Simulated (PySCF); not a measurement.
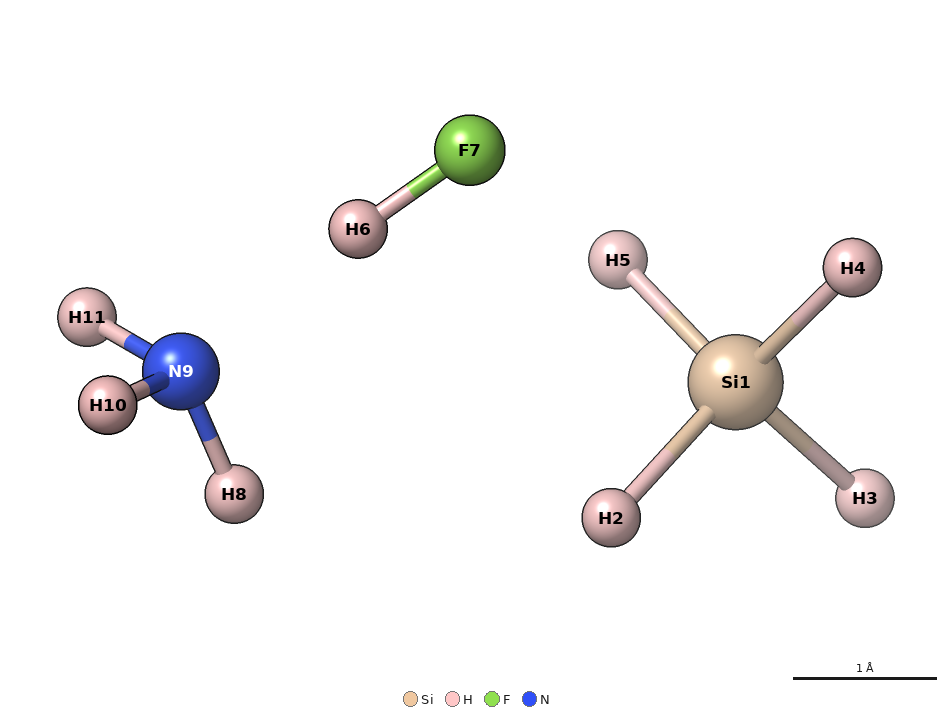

Orthographic view. Distant atoms are faded towards the background colour. Computed geometry: PBE0-D4/def2-TZVP optimisation. No frequency run is at hand to confirm it as a minimum.

List the bonded neighbours of every atom.

Si1: H2, H3, H4, H5
H2: Si1
H3: Si1
H4: Si1
H5: Si1
H6: F7
F7: H6
H8: N9
N9: H8, H10, H11
H10: N9
H11: N9
